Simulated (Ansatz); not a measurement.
A computed series for Pt: pressure series

Start from Pt in the fcc (Cu type) structure (space group Fm-3m, No. 225; a = 3.970 Å).

Cell and atoms are relaxed at each pressure.

Method: PBE/PAW in Ansatz (a quantum-chemistry and plane-wave program), no spin-orbit coupling.

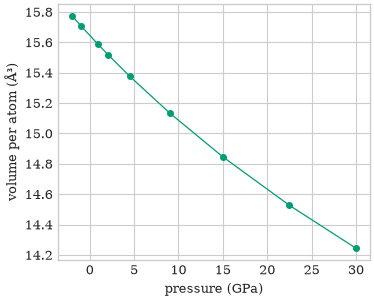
Figure. Volume against pressure

Q: Estimate the zero-pressure bulk modulus from the plot.

A: About 250 GPa; a third-order Birch–Murnaghan fit to the points gives V₀ = 15.65 Å³/atom, B₀ = 248 GPa and B₀′ = 5.4.

Measured bulk modulus of Pt: 289 GPa (static lattice; corrected from measurement; as listed in H. Levämäki et al., Physical Review B (2014)); the computed value is 14 % below it.

Load acts through the strain it causes; cell and atoms are relaxed under it. Whether these cells are dynamically stable was not tested. Competing high-pressure phases were not computed. All final runs are without spin polarisation.
